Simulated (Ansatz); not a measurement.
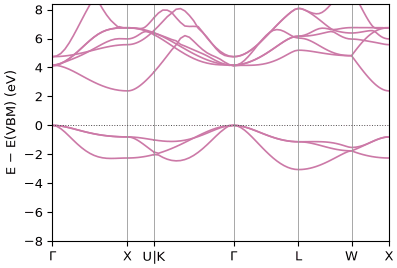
Fig. 1. Band structure from plane-wave PAW PBE (Ansatz code)

Task: Read off the gap and where the band edges lie.

Result: About 2.4 eV (2.38 eV by a search for the band edges); maximum at Γ, minimum at X.

Task: Which of these materials gives this?
(A) BN, rock salt
(B) BP, zinc blende
(C) CaS, rock salt

Result: C, CaS, rock salt

Space group Fm-3m (rock salt). The PBE relaxation kept the symmetry of its start.

Potentials: the later of the program's two PAW sets.
